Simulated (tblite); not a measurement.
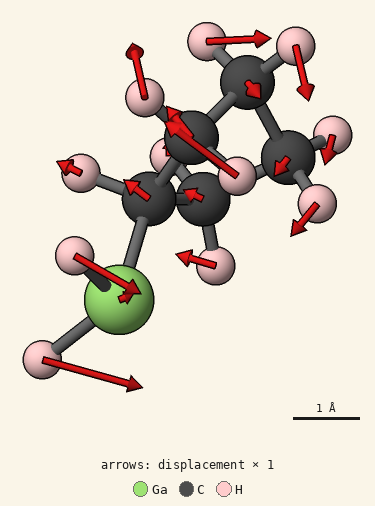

This is a relaxation of C5H11Ga. The starting structure is drawn; red arrows show the displacements, at their true length. The two geometries are superimposed by the best rigid fit.

A ball-and-stick model, seen from a free direction.

These are results of tblite 0.8.0, GFN2-xTB geometry optimisation, gas phase, not measurements. 

Q: Which element moves most?

A: Hydrogen: up to 1.60 Å, against 0.66 Å for carbon.

Q: Describe the change and its energy.

A: The largest move after the best rigid fit is that of an H atom, 1.60 Å. Largest moves by element: H 1.60 Å, C 0.66 Å, Ga 0.24 Å. Among the contacts that change: C–Ga 1.907 → 2.058 Å, Ga–H 1.691 → 1.595 Å, Ga–H 1.658 → 1.595 Å, C–C 1.492 → 1.541 Å. Bond angles that change, for instance: Ga–C–C 125.7° → 106.1°, C–Ga–H 103.2° → 121.6°, Ga–C–H 99.3° → 115.4°. Groups turn about C–C by about 45°, C–C by about 30°, C–C by about 25°. The energy falls by 1.249 eV in 116 geometry steps.
